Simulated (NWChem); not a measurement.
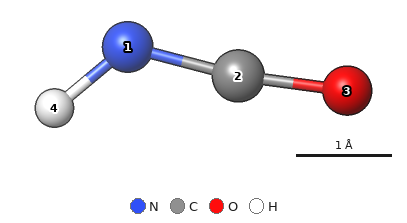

**Figure 1.** The input geometry (ball-and-stick view, seen on its broad side; atoms are numbered from 1 in the order of the input). Bond lengths as drawn: C–N 1.21 Å, C–O 1.16 Å and H–N 1.00 Å.

# CHNO: single-point calculation (part 1 of 2)

The run: single-point calculation of CHNO. Method and program: MP2/cc-pVDZ, RHF (NWChem 7.3.0).

### Input
```
start chno
title "CHNO energy"
memory total 2200 mb

geometry units angstroms noautosym nocenter noautoz
N      3.979480     1.491090    -3.485980
C      2.936700     1.927820    -3.059640
O      1.881770     2.218680    -2.672690
H      4.833980     2.010840    -3.576700
bqSi    -1.700660    -1.463170    -0.223660
bqO     -0.377760    -0.795670     0.491640
bqSi     0.722840     0.424530     0.322940
bqH     -1.788060    -0.500170    -1.433960
bqH      0.437840     1.192030    -0.916860
bqH      0.626340     1.313530     1.506240
bqH      2.079440    -0.171070     0.253640
end

basis spherical bse
N library cc-pVDZ
C library cc-pVDZ
O library cc-pVDZ
H library cc-pVDZ
bqSi library Si cc-pVDZ
bqO library O cc-pVDZ
bqH library H cc-pVDZ
end

scf
thresh 1e-08
maxiter 80
noprint "final vectors analysis"
end

mp2
freeze core 3
tight
end

task mp2 energy
```

Machine: 1 thread of Intel Xeon (Granite Rapids), 16 GiB of memory available, shared host.

Launched with:
```bash
nwchem chno.nw > chno.out
```

### The program's output
```
Northwest Computational Chemistry Package (NWChem) 7.3.0
             --------------------------------------------------------

           Job information
           ---------------

    nwchem branch   = 7.3.0
    use scalapack   = T
    input           = chno.nw
    prefix          = chno.
    data base       = ./chno.db
    status          = startup
    nproc           =        1

           Memory information
           ------------------

    heap     =     72089594 doubles =      550.0 Mbytes
    stack    =     72089599 doubles =      550.0 Mbytes
    global   =    144179200 doubles =     1100.0 Mbytes (distinct from heap & stack)
    total    =    288358393 doubles =     2200.0 Mbytes
    verify   = yes
    hardfail = no

           Directory information
           ---------------------

  0 permanent = .
  0 scratch   = .

                                NWChem Input Module
                                -------------------

                                    CHNO energy
                                    -----------

 Scaling coordinates for geometry "geometry" by  1.889725989
 (inverse scale =  0.529177249)

                             Geometry "geometry" -> ""
                             -------------------------

 Output coordinates in angstroms (scale by  1.889725989 to convert to a.u.)

  No.       Tag          Charge          X              Y              Z
 ---- ---------------- ---------- -------------- -------------- --------------
    1 N                    7.0000     3.97948000     1.49109000    -3.48598000
    2 C                    6.0000     2.93670000     1.92782000    -3.05964000
    3 O                    8.0000     1.88177000     2.21868000    -2.67269000
    4 H                    1.0000     4.83398000     2.01084000    -3.57670000
    5 bqSi                 0.0000    -1.70066000    -1.46317000    -0.22366000
    6 bqO                  0.0000    -0.37776000    -0.79567000     0.49164000
    7 bqSi                 0.0000     0.72284000     0.42453000     0.32294000
    8 bqH                  0.0000    -1.78806000    -0.50017000    -1.43396000
    9 bqH                  0.0000     0.43784000     1.19203000    -0.91686000
   10 bqH                  0.0000     0.62634000     1.31353000     1.50624000
   11 bqH                  0.0000     2.07944000    -0.17107000     0.25364000

      Atomic Mass
      -----------

      N                 14.003070
      C                 12.000000
      O                 15.994910
      H                  1.007825

 Effective nuclear repulsion energy (a.u.)      59.4807116914

            Nuclear Dipole moment (a.u.)
            ----------------------------
        X                 Y               Z
 ---------------- ---------------- ----------------
   123.5213723257    78.9240846596  -127.9683133166

            XYZ format geometry
            -------------------
    11
 geometry
 N                     3.97948000     1.49109000    -3.48598000
 C                     2.93670000     1.92782000    -3.05964000
 O                     1.88177000     2.21868000    -2.67269000
 H                     4.83398000     2.01084000    -3.57670000
 bqSi                 -1.70066000    -1.46317000    -0.22366000
 bqO                  -0.37776000    -0.79567000     0.49164000
 bqSi                  0.72284000     0.42453000     0.32294000
 bqH                  -1.78806000    -0.50017000    -1.43396000
 bqH                   0.43784000     1.19203000    -0.91686000
 bqH                   0.62634000     1.31353000     1.50624000
 bqH                   2.07944000    -0.17107000     0.25364000

 ==============================================================================
                                internuclear distances
 ------------------------------------------------------------------------------
       center one      |      center two      | atomic units |  angstroms
 ------------------------------------------------------------------------------
    2 C                |   1 N                |     2.28328  |     1.20826
    3 O                |   2 C                |     2.19339  |     1.16069
    4 H                |   1 N                |     1.89778  |     1.00426
    6 bqO              |   5 bqSi             |     3.10932  |     1.64538
    7 bqSi             |   5 bqSi             |     5.89629  |     3.12018
    7 bqSi             |   6 bqO              |     3.12158  |     1.65187
    8 bqH              |   5 bqSi             |     2.92745  |     1.54914
    8 bqH              |   6 bqO              |     4.54486  |     2.40504
    8 bqH              |   7 bqSi             |     6.04901  |     3.20100
    9 bqH              |   3 O                |     4.71368  |     2.49437
    9 bqH              |   5 bqSi             |     6.57445  |     3.47905
    9 bqH              |   6 bqO              |     4.85480  |     2.56905
    9 bqH              |   7 bqSi             |     2.80762  |     1.48573
    9 bqH              |   8 bqH              |     5.37346  |     2.84351
   10 bqH              |   5 bqSi             |     7.58662  |     4.01467
   10 bqH              |   6 bqO              |     4.81282  |     2.54683
   10 bqH              |   7 bqSi             |     2.80281  |     1.48318
   10 bqH              |   8 bqH              |     7.96461  |     4.21469
   10 bqH              |   9 bqH              |     4.59857  |     2.43346
   11 bqH              |   5 bqSi             |     7.60283  |     4.02324
   11 bqH              |   6 bqO              |     4.81216  |     2.54649
   11 bqH              |   7 bqSi             |     2.80286  |     1.48321
   11 bqH              |   8 bqH              |     7.99822  |     4.23248
   11 bqH              |   9 bqH              |     4.59905  |     2.43371
   11 bqH              |  10 bqH              |     4.58411  |     2.42581
 ------------------------------------------------------------------------------
                         number of included internuclear distances:         25
 ==============================================================================

 ==============================================================================
                                 internuclear angles
 ------------------------------------------------------------------------------
        center 1       |       center 2       |       center 3       |  degrees
 ------------------------------------------------------------------------------
    2 C                |   1 N                |   4 H                |   125.39
    1 N                |   2 C                |   3 O                |   173.03
    2 C                |   3 O                |   9 bqH              |   131.12
    5 bqSi             |   6 bqO              |   7 bqSi             |   142.28
    6 bqO              |   5 bqSi             |   8 bqH              |    97.63
    5 bqSi             |   6 bqO              |   9 bqH              |   109.32
    5 bqSi             |   6 bqO              |  10 bqH              |   145.70
    5 bqSi             |   6 bqO              |  11 bqH              |   146.58
    7 bqSi             |   5 bqSi             |   8 bqH              |    78.73
    5 bqSi             |   7 bqSi             |   9 bqH              |    90.99
    5 bqSi             |   7 bqSi             |  10 bqH              |   116.86
    5 bqSi             |   7 bqSi             |  11 bqH              |   117.34
    5 bqSi             |   8 bqH              |   9 bqH              |   100.59
    8 bqH              |   5 bqSi             |  10 bqH              |    86.53
    8 bqH              |   5 bqSi             |  11 bqH              |    86.91
    5 bqSi             |   9 bqH              |  10 bqH              |    83.53
    5 bqSi             |   9 bqH              |  11 bqH              |    83.76
    5 bqSi             |  10 bqH              |  11 bqH              |    72.63
    5 bqSi             |   6 bqO              |   7 bqSi             |   142.28
    6 bqO              |   5 bqSi             |   8 bqH              |    97.63
    5 bqSi             |   6 bqO              |   9 bqH              |   109.32
    5 bqSi             |   6 bqO              |  10 bqH              |   145.70
    5 bqSi             |   6 bqO              |  11 bqH              |   146.58
    7 bqSi             |   6 bqO              |   8 bqH              |   102.60
    6 bqO              |   7 bqSi             |   9 bqH              |   109.82
    6 bqO              |   7 bqSi             |  10 bqH              |   108.54
    6 bqO              |   7 bqSi             |  11 bqH              |   108.51
    8 bqH              |   6 bqO              |   9 bqH              |    69.64
    8 bqH              |   6 bqO              |  10 bqH              |   116.64
    8 bqH              |   6 bqO              |  11 bqH              |   117.44
    6 bqO              |  10 bqH              |   9 bqH              |    62.06
    6 bqO              |  11 bqH              |   9 bqH              |    62.06
    6 bqO              |  11 bqH              |  10 bqH              |    61.56
    7 bqSi             |   6 bqO              |   5 bqSi             |   142.28
    7 bqSi             |   5 bqSi             |   8 bqH              |    78.73
    5 bqSi             |   7 bqSi             |   9 bqH              |    90.99
    5 bqSi             |   7 bqSi             |  10 bqH              |   116.86
    5 bqSi             |   7 bqSi             |  11 bqH              |   117.34
    7 bqSi             |   6 bqO              |   8 bqH              |   102.60
    6 bqO              |   7 bqSi             |   9 bqH              |   109.82
    6 bqO              |   7 bqSi             |  10 bqH              |   108.54
    6 bqO              |   7 bqSi             |  11 bqH              |   108.51
    7 bqSi             |   9 bqH              |   8 bqH              |    89.68
    8 bqH              |   7 bqSi             |  10 bqH              |   124.06
    8 bqH              |   7 bqSi             |  11 bqH              |   125.16
    9 bqH              |   7 bqSi             |  10 bqH              |   110.10
    9 bqH              |   7 bqSi             |  11 bqH              |   110.11
   10 bqH              |   7 bqSi             |  11 bqH              |   109.72
    8 bqH              |   5 bqSi             |   6 bqO              |    97.63
    8 bqH              |   5 bqSi             |   7 bqSi             |    78.73
    5 bqSi             |   8 bqH              |   9 bqH              |   100.59
    8 bqH              |   5 bqSi             |  10 bqH              |    86.53
    8 bqH              |   5 bqSi             |  11 bqH              |    86.91
    8 bqH              |   6 bqO              |   7 bqSi             |   102.60
    8 bqH              |   6 bqO              |   9 bqH              |    69.64
    8 bqH              |   6 bqO              |  10 bqH              |   116.64
    8 bqH              |   6 bqO              |  11 bqH              |   117.44
    8 bqH              |   9 bqH              |   7 bqSi             |    89.68
    8 bqH              |   7 bqSi             |  10 bqH              |   124.06
    8 bqH              |   7 bqSi             |  11 bqH              |   125.16
    8 bqH              |   9 bqH              |  10 bqH              |   105.75
    8 bqH              |   9 bqH              |  11 bqH              |   106.39
    8 bqH              |  10 bqH              |  11 bqH              |    73.71
    3 O                |   9 bqH              |   5 bqSi             |   144.12
    3 O                |   9 bqH              |   6 bqO              |   152.64
    3 O                |   9 bqH              |   7 bqSi             |   133.55
    3 O                |   9 bqH              |   8 bqH              |   124.76
    3 O                |   9 bqH              |  10 bqH              |   129.46
```
